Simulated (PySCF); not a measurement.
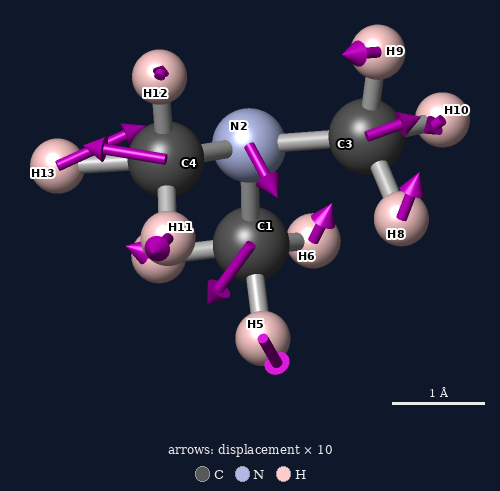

This is a relaxation of C3H9N. The starting structure is drawn; purple arrows show the displacements, 10 times their true length. The two geometries are superimposed by the best rigid fit.

The picture is a ball-and-stick view, seen from a free direction.

The start comes from MMFF94s. Its atoms were then displaced at random by about 0.03 Å.

All numbers below come from PBE0-D3(BJ)/def2-SVP geometry optimisation, gas phase in PySCF. 

### Describe the change and its energy.

The atom that moves furthest after the best rigid fit is an H atom (0.11 Å). By element the largest moves are H 0.11 Å, C 0.09 Å, N 0.07 Å. Among the contacts that change: C–H 1.278 → 1.101 Å, C–H 1.033 → 1.116 Å, C–H 1.163 → 1.101 Å, C–N 1.394 → 1.438 Å. Among the angles between lasting bonds that change: H–C–H 99.4° → 107.7°, N–C–H 118.3° → 110.2°, H–C–H 100.3° → 107.7°. Over 8 geometry steps the energy falls by 93.2 kJ/mol. The run took 20 s on 1 thread of INTEL(R) XEON(R) PLATINUM 8581C CPU @ 2.10GHz, on a shared host.
